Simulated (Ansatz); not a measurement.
# Calculations on SiN4H10S

**1. Relaxation**

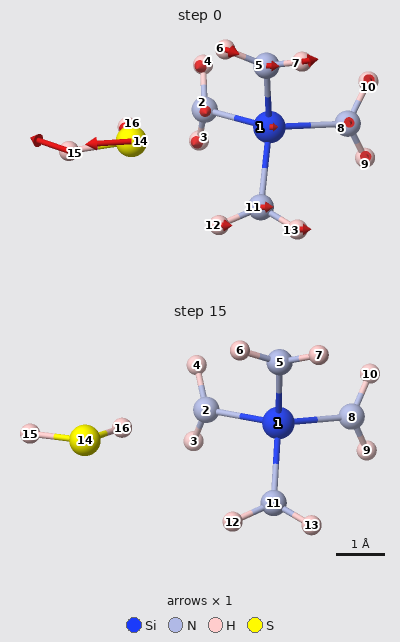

The structure of SiN$_{4}$H$_{10}$S before (top) and after (bottom) a relaxation, at one scale. The red arrows give the displacements, at their true length.

The picture is a ball-and-stick view, seen from a free direction.

The run prepares an end point of a later path (reaction) calculation, from a guessed geometry.

These are results of Ansatz 0.2.0, RHF/6-31G*, not measurements. Set-up: no spin polarisation; force threshold 0.03 eV/Å; at most 50 steps.

**What changed between the two?**

H15 moves most after the best rigid fit: 1.14 Å. By element the largest moves are H 1.14 Å, S 0.97 Å, N 0.30 Å, Si 0.19 Å. Among the contacts that change: Si1–N2 1.783 → 1.735 Å, S14–H16 1.365 → 1.331 Å. Bond angles that change, for instance: Si1–N11–H13 117.6° → 120.0°, N2–Si1–N8 120.7° → 122.9°, Si1–N5–H6 122.6° → 120.5°. The energy falls by 0.317 eV in 13 accepted moves (15 points after the start). Largest force component: 1.1 eV/Å at the start, 0.013 eV/Å at the end. The line search rejected the trial steps at points 10, 14 of the run. The run took 43 s on 2 threads of Arm Neoverse V1, on a shared host, peak memory 0.29 GiB.

Limits of the set-up: the start holds two separate molecules, 2.3 Å apart at their closest, whose relative position is a soft coordinate and is computed without a dispersion correction; Hartree-Fock leaves out electron correlation.

**2. Relaxation**

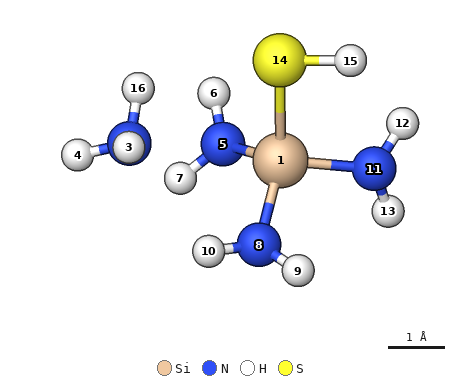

This is the input geometry for a relaxation of SiN₄H₁₀S. The picture is a ball-and-stick view, seen at a tilt.

The run prepares an end point of a later path (reaction) calculation, from a guessed geometry.

All numbers below come from RHF/6-31G* in Ansatz.

Input file:
```yaml
crystal:
  periodic: [false, false, false]
  atoms:
    - { symbol: Si, position_ang: [-0.071161, -0.677553, -0.362975] }
    - { symbol: "N", position_ang: [0.659046, 0.520194, 2.332486] }
    - { symbol: H, position_ang: [-0.05576, 0.463971, 3.035791] }
    - { symbol: H, position_ang: [1.274582, 1.268465, 2.601249] }
    - { symbol: "N", position_ang: [1.542523, -0.148113, -0.598008] }
    - { symbol: H, position_ang: [2.326482, -0.746111, -0.449492] }
    - { symbol: H, position_ang: [1.765739, 0.813137, -0.458656] }
    - { symbol: "N", position_ang: [-1.067973, 0.694078, -0.156463] }
    - { symbol: H, position_ang: [-2.039662, 0.593847, -0.360811] }
    - { symbol: H, position_ang: [-0.906364, 1.273672, 0.637575] }
    - { symbol: "N", position_ang: [-0.814052, -1.500272, -1.693726] }
    - { symbol: H, position_ang: [-0.50746, -2.423797, -1.924956] }
    - { symbol: H, position_ang: [-0.923733, -0.961362, -2.531082] }
    - { symbol: S, position_ang: [-0.001295, -2.258785, 1.119894] }
    - { symbol: H, position_ang: [-0.931329, -3.04136, 0.598512] }
    - { symbol: H, position_ang: [1.196717, -0.347811, 2.424063] }
basis:
  gaussian: { orbitals: "6-31G*" }
hamiltonian:
  xc: hf
relax:
  f_tol: 0.03
  max_steps: 50
```

Launched with:
```bash
ansatz run input.yaml --threads 2 --pin off --max-ram 3072MiB --backend cpu --events-out ev --progress --plain --runs-dir out
```

> Where does the relaxation end?

After 15 accepted moves (19 points after the start) the energy has fallen by 0.388 eV. The largest force component goes from 1 to 0.01 eV/Å. The line search rejected the trial steps at points 4, 7, 11, 17 of the run. The largest move after the best rigid fit is that of H16, 1.08 Å. By element the largest moves are H 1.08 Å, N 0.71 Å, S 0.55 Å, Si 0.27 Å. Among the contacts that change: N2–H16 1.025 → 1.004 Å, Si1–N11 1.732 → 1.717 Å, Si1–N5 1.715 → 1.722 Å, Si1–N8 1.708 → 1.701 Å. Among the angles between lasting bonds that change: N5–Si1–S14 106.8° → 100.3°, N5–Si1–N11 116.4° → 122.7°, Si1–N11–H13 115.7° → 119.4°. Cost: 55 s on 2 threads of Arm Neoverse V1 (shared host), peak memory 0.29 GiB.

The structure at the end:

```xyz
16

Si   -0.0824   -0.9214   -0.4819
N     0.5952    1.1317    2.6964
H     0.2242    0.4255    3.3046
H     1.0251    1.8287    3.2753
N     1.5634   -0.4271   -0.3653
H     2.3024   -1.0854   -0.4963
H     1.8099    0.4715   -0.7266
N    -0.9850    0.4450   -0.0216
H    -1.9756    0.4438   -0.1423
H    -0.7059    0.9574    0.7944
N    -0.7909   -1.4502   -1.9540
H    -0.5578   -2.3322   -2.3571
H    -1.0313   -0.7770   -2.6517
S    -0.0459   -2.6864    0.7720
H    -1.2175   -3.1973    0.4133
H     1.3187    0.6956    2.1542
```

After the run, drawn alike:

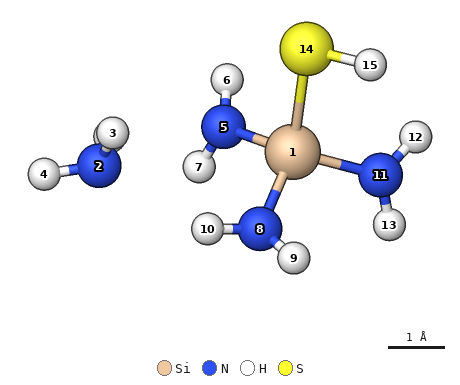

Limits of the set-up: the start holds two separate molecules, 2.4 Å apart at their closest, whose relative position is a soft coordinate and is computed without a dispersion correction; Hartree-Fock leaves out electron correlation.

**3. Path**

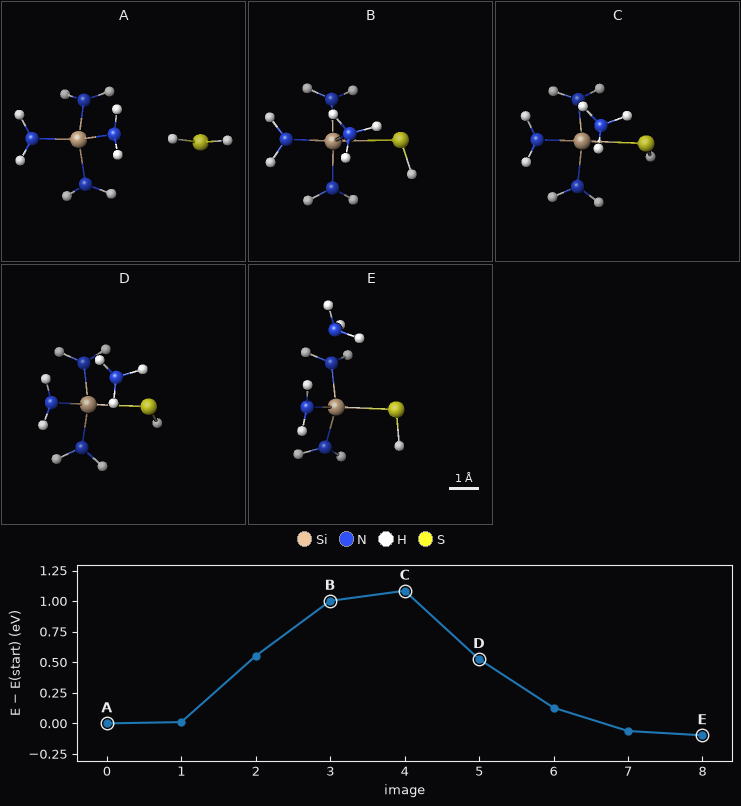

A search for the minimum-energy path of SiN$_{4}$H$_{10}$S, made up at the start of SiN₄H₈ and H$_{2}$S by the nudged elastic band. Images are numbered from 0 (start) to 8 (end). Frames A to E are images 0, 3, 4, 5, 8. A ball-and-stick model, seen face on.

Theory: RHF/6-31G* in Ansatz. Settings: 7 movable images; climbing image; force threshold 0.03 eV/Å; iteration limit 60; starting path through a guess of the saddle point.

Describe the mechanism and the energy profile.

Answer. Breaking: H–S (1.33 → 3.90 Å), N–Si (1.73 → 3.84 Å). Forming: H–N (2.42 → 1.00 Å), S–Si (4.45 → 2.17 Å). The energy climbs by 1.08 eV to image 4 and then falls by 1.18 eV, so the end point sits at −0.10 eV. The band converged in 50 iterations. The largest component of the band force went from 24 to 0.028 eV/Å. The climbing image converged on the top of the path. Its vibrational analysis gives 2 imaginary modes over 30i cm⁻¹, so it isn't confirmed as a transition state.

Limits of the set-up: the start holds two separate molecules, 2.4 Å apart at their closest, whose relative position is a soft coordinate and is computed without a dispersion correction; Hartree-Fock leaves out electron correlation.

Cost: 14 min on 2 threads of Arm Neoverse V1 (shared host), peak memory 0.29 GiB.
